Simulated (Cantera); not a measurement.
Feed: 1 mol SiO2, 0.57 mol Al2O3, 0.3 mol N2, at 97.0 mbar.

Method: chemical equilibrium by Gibbs-energy minimisation in Cantera with the NASA 1993 tables (ideal gas, pure condensed phases). Candidate condensed phases: Al, AlN, Al2O3, Al2SiO5, Al6Si2O13, Si, SiO2, Si2N2O, Si3N4; 23 gas species. Mutual solubility and eutectic melting of coexisting phases are not modelled. The tables hold silica as quartz up to 1696 K and as liquid above; real silica turns to tridymite and cristobalite and melts near 1996 K. Condensed phases not in the tables: alloys, solid solutions and most ternary compounds. Rates play no part.

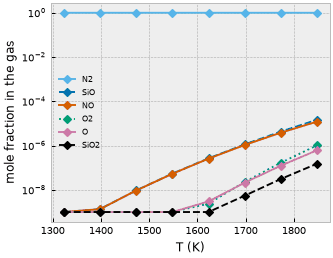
Fig. 1. Equilibrium gas composition (values under 1e-9 drawn at 1e-9)

From 1323 K to 1623 K the condensed part is Al6Si2O13(mullite) + SiO2(β-quartz). From 1698 K to 1848 K the condensed part is Al6Si2O13(mullite) + SiO2(condensed).
